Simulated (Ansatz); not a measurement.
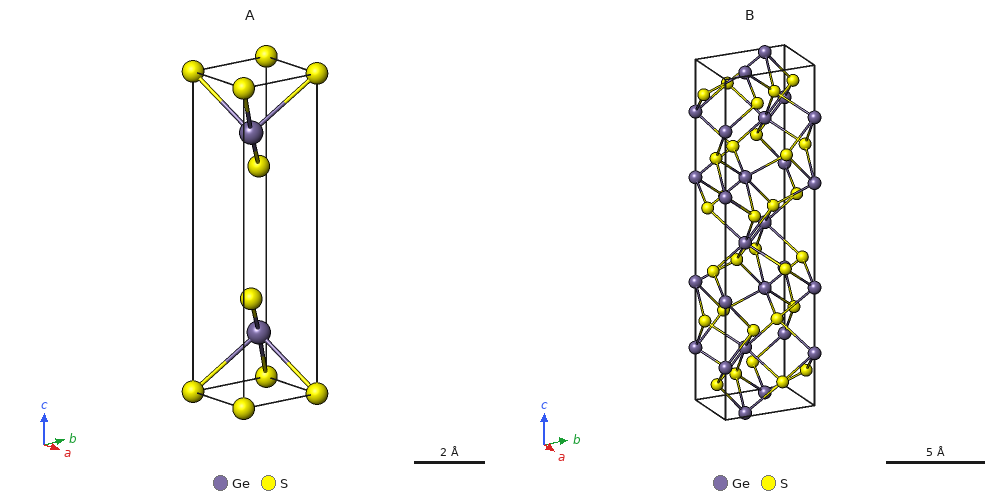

Two structures of Ge2S3, each relaxed to rest (conventional cells in solid outline, small ones repeated, not to one scale). Method: DFT PBE, scalar-relativistic, plane waves, PAW (Ansatz 0.2.0), without spin polarisation.

### State the structure in each panel.

A: 5 atoms a cell on a primitive hexagonal lattice, P-3m1. B: corundum, R-3c.

### Which is the more stable form at this level of theory?

A is lower, by 117 meV/atom at this level of theory (energies at zero smearing). Volumes: A 21.2, B 20.3 Å³/atom.

One or both may be structure types tried for this composition rather than known phases.
